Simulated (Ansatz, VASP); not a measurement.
## Gd (Gadolinium): VASP beside Ansatz

Aim: how closely do two programs agree when they are given the same cell, functional and k mesh? Valence electrons are named where the data sets of a main pair hold unlike numbers.

Method: plane waves, with VASP 6.6.1 beside it; single point at LDA, DFT+U, band structure at LDA, DFT+U and electric field gradients at LDA, DFT+U, in Ansatz 0.2.0.

### Step 1. The starting structure

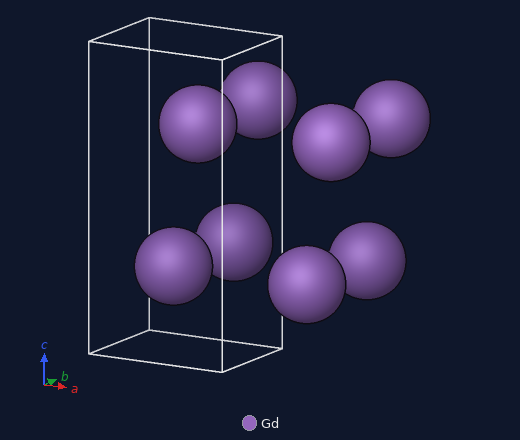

Start, viewed slightly off an axis; gadolinium purple. 2×2×1 cells are drawn.

### Step 2. VASP: single point, LDA, DFT+U

With cell and atoms fixed, the geometry can't cause a difference; cores, projectors, grids and the points listed under the comparison can.

Lines of VASP's logs that name or quote its potential files are left out, and so is its time.

INCAR reads:

```
SYSTEM = Gd
PREC = Accurate
ENCUT = 450
EDIFF = 1E-06
NELM = 150
ISMEAR = 1
SIGMA = 0.2
LREAL = .FALSE.
ALGO = Normal
GGA = CA
NBANDS = 34
ISPIN = 2
MAGMOM = 7 7
LDAU = .TRUE.
LDAUTYPE = 2
LDAUL = 3
LDAUU = 5
LDAUJ = 0
LDAUPRINT = 1
LASPH = .TRUE.
LMAXMIX = 6
AMIX = 0.2
BMIX = 1E-04
AMIX_MAG = 0.8
BMIX_MAG = 1E-04
LORBIT = 11
LWAVE = .FALSE.
LCHARG = .FALSE.
KPAR = 4
ISIF = 2
```

POSCAR reads:

```
Gd
1.0
    3.6360000000      0.0000000000      0.0000000000
   -1.8180000000      3.1488683682      0.0000000000
    0.0000000000      0.0000000000      5.7826000000
Gd
2
Direct
    0.3333333333      0.6666666667      0.2500000000
    0.6666666667      0.3333333333      0.7500000000
```

KPOINTS reads:

```
Automatic mesh
0
Gamma
7 7 4
0 0 0
```

Potentials, in the order of the species: Gd (PBE family, release 64).

Launch:

```bash
> mpirun -np 4 vasp_std
```

Numbers of over 12 decimals in the logs are rounded to 6 here.

Output:

```text
[banner, memory and clock lines left out]
running    4 mpi-ranks, on    1 nodes
 distrk:  each k-point on    1 cores,    4 groups
 distr:  one band on    1 cores,    1 groups

 POSCAR found type information on POSCAR Gd
 POSCAR found :  1 types and       2 ions
|                                                                             |
|               ----> ADVICE to this user running VASP <----                  |
|                                                                             |
|     You enforced a specific xc type in the INCAR file but a different       |
|     [... a line on the potential file left out ...]
|     I HOPE YOU KNOW WHAT YOU ARE DOING!                                     |
|                                                                             |

 LDA part: xc-table for (Slater(with rela. corr.)+CA(PZ))
 , standard interpolation
 POSCAR, INCAR and KPOINTS ok, starting setup
 FFT: planning ... GRIDC
 FFT: planning ... GRID_SOFT
 FFT: planning ... GRID
 WAVECAR not read
 entering main loop
       N       E                     dE             d eps       ncg     rms          rms(c)
DAV:   1     0.258075575817E+03    0.25808E+03   -0.10561E+04  4632   0.461E+03
DAV:   2     0.431692914569E+02   -0.21491E+03   -0.18525E+03  4680   0.433E+02
DAV:   3    -0.441873944624E+01   -0.47588E+02   -0.46039E+02  5300   0.149E+02
DAV:   4    -0.123388382071E+02   -0.79201E+01   -0.78600E+01  6334   0.506E+01
DAV:   5    -0.132240124817E+02   -0.88517E+00   -0.88275E+00  6278   0.169E+01    0.535E+01
DAV:   6    -0.219474139830E+02   -0.87234E+01   -0.85554E+00  5324   0.859E+01    0.358E+01
DAV:   7    -0.226134811109E+02   -0.66607E+00   -0.17829E+00  5816   0.161E+01    0.431E+01
DAV:   8    -0.226372928735E+02   -0.23812E-01   -0.20935E-01  6200   0.231E+00    0.551E+01
DAV:   9    -0.226362296555E+02    0.10632E-02   -0.53058E-02  5070   0.248E+00    0.339E+01
DAV:  10    -0.226401682166E+02   -0.39386E-02   -0.39533E-02  5654   0.150E+00    0.623E+00
DAV:  11    -0.226425056173E+02   -0.23374E-02   -0.37905E-03  6004   0.393E-01    0.141E+00
DAV:  12    -0.226417826365E+02    0.72298E-03   -0.10558E-03  5150   0.407E-01    0.105E+00
DAV:  13    -0.226414647829E+02    0.31785E-03   -0.83124E-04  5798   0.270E-01    0.130E+00
DAV:  14    -0.226414210099E+02    0.43773E-04   -0.32816E-04  5914   0.746E-02    0.256E-01
DAV:  15    -0.226414071429E+02    0.13867E-04   -0.72141E-05  5332   0.117E-01    0.435E-02
DAV:  16    -0.226414055029E+02    0.16400E-05   -0.16181E-05  5982   0.385E-02    0.102E-01
DAV:  17    -0.226414054258E+02    0.77114E-07   -0.14444E-06  3606   0.850E-03
   1 F= -.22641405E+02 E0= -.22641602E+02  d E =0.589972E-03  mag=    15.4889
```

OUTCAR, selected parts (step 2):

```text
ion  position               nearest neighbor table
   1  0.333  0.667  0.250-
   2  0.667  0.333  0.750-

  LATTYP: Found a hexagonal cell.
 ALAT       =     3.6360000000
 C/A-ratio  =     1.5903740374

 Subroutine GETGRP returns: Found 24 space group operations
 (whereof 12 operations were pure point group operations)

The static configuration has the point symmetry D_3d.
 The point group associated with its full space group is D_6h.

 Found     24 irreducible k-points:

   k-points           NKPTS =     24   k-points in BZ     NKDIM =     24   number of bands    NBANDS=     34

   dimension x,y,z NGX =    28 NGY =   28 NGZ =   40
   dimension x,y,z NGXF=    56 NGYF=   56 NGZF=   80

   ENCUT  =  450.0 eV  33.07 Ry    5.75 a.u.   6.29  6.29 10.00*2*pi/ulx,y,z

   NELECT =      36.0000    total number of electrons

 k-points in reciprocal lattice and weights: Automatic mesh
   0.00000000  0.00000000  0.00000000       0.005
   0.14285714 -0.00000000  0.00000000       0.031
   0.28571429  0.00000000  0.00000000       0.031
   0.42857143 -0.00000000  0.00000000       0.031
   0.14285714  0.14285714  0.00000000       0.031
   0.28571429  0.14285714  0.00000000       0.061
   0.42857143  0.14285714  0.00000000       0.031
   0.28571429  0.28571429  0.00000000       0.031
   0.00000000  0.00000000  0.25000000       0.010
[...]
0.42857143  0.14285714  0.50000000       0.031
   0.28571429  0.28571429  0.50000000       0.031

atom =   1  type =  1  l = 3

 onsite density matrix

spin component  1

  0.9901  0.0000  0.0000  0.0000 -0.0000  0.0000 -0.0000
  0.0000  0.9895 -0.0000 -0.0000 -0.0000  0.0000  0.0000
  0.0000 -0.0000  0.9891 -0.0000 -0.0000  0.0000  0.0000
  0.0000 -0.0000 -0.0000  0.9900  0.0000  0.0000 -0.0000
 -0.0000 -0.0000 -0.0000  0.0000  0.9891  0.0000  0.0000
  0.0000  0.0000  0.0000  0.0000  0.0000  0.9895 -0.0000
 -0.0000  0.0000  0.0000 -0.0000  0.0000 -0.0000  0.9891

spin component  2

  0.0014 -0.0000  0.0000  0.0000 -0.0000 -0.0000  0.0000
 -0.0000  0.0014 -0.0000  0.0000 -0.0000 -0.0000 -0.0000
  0.0000 -0.0000  0.0008  0.0000 -0.0000 -0.0000  0.0000
  0.0000  0.0000  0.0000  0.0009  0.0000  0.0000  0.0000
 -0.0000 -0.0000 -0.0000  0.0000  0.0008 -0.0000  0.0000
 -0.0000 -0.0000 -0.0000  0.0000 -0.0000  0.0014  0.0000
  0.0000 -0.0000  0.0000  0.0000  0.0000  0.0000  0.0007

 occupancies and eigenvectors

  o =  0.0007  v =  0.0000  0.0000  0.0000  0.0000  0.0000  0.0000  0.0000 -0.0000 -0.0000 -0.0000  0.0000 -0.0000  0.0000  1.0000      0.0000  0.0000  0.0000  0.0000  0.0000  0.0000  0.0000  0.0000  0.0000  0.0000  0.0000  0.0000  0.0000  0.0000
  o =  0.0008  v =  0.0000  0.0000  0.0000  0.0000  0.0000  0.0000  0.0000 -0.0000  0.0000  0.0004 -0.0000  1.0000 -0.0000  0.0000      0.0000  0.0000  0.0000  0.0000  0.0000  0.0000  0.0000  0.0000  0.0000  0.0000  0.0000  0.0000  0.0000  0.0000
  o =  0.0008  v =  0.0000  0.0000  0.0000  0.0000  0.0000  0.0000  0.0000 -0.0000  0.0000  1.0000 -0.0000 -0.0004  0.0000 -0.0000      0.0000  0.0000  0.0000  0.0000  0.0000  0.0000  0.0000  0.0000  0.0000  0.0000  0.0000  0.0000  0.0000  0.0000
  o =  0.0009  v =  0.0000  0.0000  0.0000  0.0000  0.0000  0.0000  0.0000  0.0000 -0.0000 -0.0000 -1.0000 -0.0000  0.0000  0.0000      0.0000  0.0000  0.0000  0.0000  0.0000  0.0000  0.0000  0.0000  0.0000  0.0000  0.0000  0.0000  0.0000  0.0000
  o =  0.0014  v =  0.0000  0.0000  0.0000  0.0000  0.0000  0.0000  0.0000  0.0000  0.9640 -0.0000  0.0000  0.0000  0.2659  0.0000      0.0000  0.0000  0.0000  0.0000  0.0000  0.0000  0.0000  0.0000  0.0000  0.0000  0.0000  0.0000  0.0000  0.0000
  o =  0.0014  v =  0.0000  0.0000  0.0000  0.0000  0.0000  0.0000  0.0000 -0.0000  0.2659 -0.0000 -0.0000 -0.0000 -0.9640  0.0000      0.0000  0.0000  0.0000  0.0000  0.0000  0.0000  0.0000  0.0000  0.0000  0.0000  0.0000  0.0000  0.0000  0.0000
  o =  0.0014  v =  0.0000  0.0000  0.0000  0.0000  0.0000  0.0000  0.0000 -1.0000  0.0000 -0.0000 -0.0000  0.0000  0.0000 -0.0000      0.0000  0.0000  0.0000  0.0000  0.0000  0.0000  0.0000  0.0000  0.0000  0.0000  0.0000  0.0000  0.0000  0.0000
  o =  0.9891  v =  0.0000  0.0000 -0.0000 -0.0000 -0.0000  0.0000  1.0000  0.0000  0.0000  0.0000  0.0000  0.0000  0.0000  0.0000      0.0000  0.0000  0.0000  0.0000  0.0000  0.0000  0.0000  0.0000  0.0000  0.0000  0.0000  0.0000  0.0000  0.0000
[...]
o =  0.0014  v =  0.0000  0.0000  0.0000  0.0000  0.0000  0.0000  0.0000  0.0000 -1.0000  0.0000  0.0000 -0.0000  0.0075  0.0000      0.0000  0.0000  0.0000  0.0000  0.0000  0.0000  0.0000  0.0000  0.0000  0.0000  0.0000  0.0000  0.0000  0.0000
  o =  0.0014  v =  0.0000  0.0000  0.0000  0.0000  0.0000  0.0000  0.0000 -1.0000 -0.0000 -0.0000 -0.0000  0.0000 -0.0000  0.0000      0.0000  0.0000  0.0000  0.0000  0.0000  0.0000  0.0000  0.0000  0.0000  0.0000  0.0000  0.0000  0.0000  0.0000
  o =  0.9891  v =  0.0000 -0.0000  0.0000  0.0000  0.0000  0.0000 -1.0000  0.0000  0.0000  0.0000  0.0000  0.0000  0.0000  0.0000      0.0000  0.0000  0.0000  0.0000  0.0000  0.0000  0.0000  0.0000  0.0000  0.0000  0.0000  0.0000  0.0000  0.0000
  o =  0.9891  v =  0.0000  0.0000 -0.0000 -0.0000 -1.0000 -0.0000 -0.0000  0.0000  0.0000  0.0000  0.0000  0.0000  0.0000  0.0000      0.0000  0.0000  0.0000  0.0000  0.0000  0.0000  0.0000  0.0000  0.0000  0.0000  0.0000  0.0000  0.0000  0.0000
  o =  0.9891  v = -0.0000 -0.0000  1.0000 -0.0000 -0.0000  0.0000 -0.0000  0.0000  0.0000  0.0000  0.0000  0.0000  0.0000  0.0000      0.0000  0.0000  0.0000  0.0000  0.0000  0.0000  0.0000  0.0000  0.0000  0.0000  0.0000  0.0000  0.0000  0.0000
  o =  0.9895  v = -0.0000  0.9989  0.0000 -0.0000  0.0000  0.0468 -0.0000  0.0000  0.0000  0.0000  0.0000  0.0000  0.0000  0.0000      0.0000  0.0000  0.0000  0.0000  0.0000  0.0000  0.0000  0.0000  0.0000  0.0000  0.0000  0.0000  0.0000  0.0000
  o =  0.9895  v =  0.0000  0.0468  0.0000  0.0000  0.0000 -0.9989 -0.0000  0.0000  0.0000  0.0000  0.0000  0.0000  0.0000  0.0000      0.0000  0.0000  0.0000  0.0000  0.0000  0.0000  0.0000  0.0000  0.0000  0.0000  0.0000  0.0000  0.0000  0.0000
  o =  0.9900  v = -0.0000 -0.0000  0.0000  1.0000 -0.0000  0.0000  0.0000  0.0000  0.0000  0.0000  0.0000  0.0000  0.0000  0.0000      0.0000  0.0000  0.0000  0.0000  0.0000  0.0000  0.0000  0.0000  0.0000  0.0000  0.0000  0.0000  0.0000  0.0000
  o =  0.9901  v =  1.0000  0.0000  0.0000  0.0000 -0.0000  0.0000  0.0000  0.0000  0.0000  0.0000  0.0000  0.0000  0.0000  0.0000      0.0000  0.0000  0.0000  0.0000  0.0000  0.0000  0.0000  0.0000  0.0000  0.0000  0.0000  0.0000  0.0000  0.0000

 average (electrostatic) potential at core
       1 -43.1221       2 -43.1221

 E-fermi :   2.7369

 spin component 1
 k-point     1 :       0.0000    0.0000    0.0000
  band No.  band energies     occupation
    ...
     20      -4.7349      1.00000
     21      -4.7117      1.00000
     22      -4.7071      1.00000
     23      -2.3134      1.00000
     24       0.2449      1.00000
     25       3.8312     -0.00000
     26       3.9349     -0.00000
     27       3.9349     -0.00000
     28       4.1080     -0.00000
     29       4.5576     -0.00000
    ...

 k-point     2 :       0.1429   -0.0000    0.0000
  band No.  band energies     occupation
    ...
     20      -4.7408      1.00000
     21      -4.7250      1.00000
     22      -4.7180      1.00000
     23      -1.8453      1.00000
     24       0.6893      1.00000
     25       3.1789     -0.00383
     26       3.1861     -0.00333
     27       4.1113     -0.00000
     28       4.3991     -0.00000
     29       4.6611     -0.00000
    ...

 k-point     3 :       0.2857    0.0000    0.0000
  band No.  band energies     occupation
    ...
     22      -4.7197      1.00000
     23      -0.6806      1.00000
     24       1.3036      1.00000
     25       2.1029      1.00004
     26       2.6221      0.90798
     27       3.6860     -0.00000
     28       4.0951     -0.00000
     29       4.1242     -0.00000
     30       5.6980     -0.00000
     31       5.7335     -0.00000
    ...

 k-point     4 :       0.4286   -0.0000    0.0000
  band No.  band energies     occupation
    ...
     22      -4.7174      1.00000
     23       0.4045      1.00000
     24       1.0256      1.00000
     25       1.4413      1.00000
     26       2.6311      0.88556
     27       3.7118     -0.00000
     28       3.8100     -0.00000
     29       4.2803     -0.00000
     30       7.3502      0.00000
     31       7.4677      0.00000
    ...

 k-point     5 :       0.1429    0.1429    0.0000
  band No.  band energies     occupation
    ...
     22      -4.7294      1.00000
     23      -1.0071      1.00000
     24       1.3730      1.00000
     25       2.4166      1.02301
     26       2.5159      1.03286
     27       3.7068     -0.00000
     28       3.8906     -0.00000
     29       4.5730     -0.00000
     30       5.1126     -0.00000
     31       5.3690     -0.00000
    ...

 k-point     6 :       0.2857    0.1429    0.0000
  band No.  band energies     occupation
    ...
     22      -4.7293      1.00000
     23       0.2558      1.00000
     24       1.5455      1.00000
     25       1.6814      1.00000
     26       2.3285      1.00697
     27       3.4658     -0.00000
     28       3.9282     -0.00000
     29       4.0537     -0.00000
     30       6.0436     -0.00000
     31       6.8386      0.00000
    ...

  Total       -1.5817323     -1.5817323     -1.5897133      0.0000000      0.0000000      0.0000000
  in kB      -38.2773646    -38.2773646    -38.4705015      0.0000000      0.0000000      0.0000000
  external PRESSURE =     -38.3417436 kB  Pullay stress =       0.0000000 kB

  energy-cutoff  :      450.00
  volume of cell :       66.21
      direct lattice vectors                 reciprocal lattice vectors
     3.636000000  0.000000000  0.000000000     0.275027503  0.158787203  0.000000000
    -1.818000000  3.148868368  0.000000000     0.000000000  0.317574405  0.000000000
     0.000000000  0.000000000  5.782600000     0.000000000  0.000000000  0.172932591

 POSITION                                       TOTAL-FORCE (eV/Angst)
 -----------------------------------------------------------------------------------
     -0.00000      2.09925      1.44565        -0.000000      0.000000      0.000000
      1.81800      1.04962      4.33695         0.000000     -0.000000      0.000000
 -----------------------------------------------------------------------------------
    total drift:                                0.000000     -0.000000      0.000000

  FREE ENERGIE OF THE ION-ELECTRON SYSTEM (eV)
  ---------------------------------------------------
  free  energy   TOTEN  =       -22.6414054258 eV

  energy  without entropy=      -22.6419953980  energy(sigma->0) =      -22.64160208

 total charge
# of ion       s       p       d       f       tot
--------------------------------------------------
    1        2.073   5.531   0.617   6.929  15.150
    2        2.073   5.531   0.617   6.929  15.150
--------------------------------------------------
tot          4.147  11.062   1.234  13.857  30.300

 magnetization (x)
# of ion       s       p       d       f       tot
--------------------------------------------------
    1        0.005  -0.033   0.239   6.914   7.124
    2        0.005  -0.033   0.239   6.914   7.124
--------------------------------------------------
tot          0.010  -0.067   0.478  13.827  14.249

[... 6 further parts left out ...]
```

The magnetic state follows from one typed start and may not be the lowest. The k-mesh is coarse for a metal. The PAW data sets were made with PBE, a small mismatch for LDA. At this level the cell is under a tension of 3.8 GPa, so at these settings it is away from equilibrium.

(Part 1 of 3 ends here.)

[Lines on the potential files, build, host, timing and source positions are cut from VASP's logs without a mark.]

[Logs are printed without paths, hosts, clocks, repeated set-up lines and the standing remarks that a program may print on its own settings, such as how far it seeks lower states.]

[Hosts, paths, dates, database ids (printed as entryN), source tags and the programs' standing remarks are cut or masked in the printed files.]
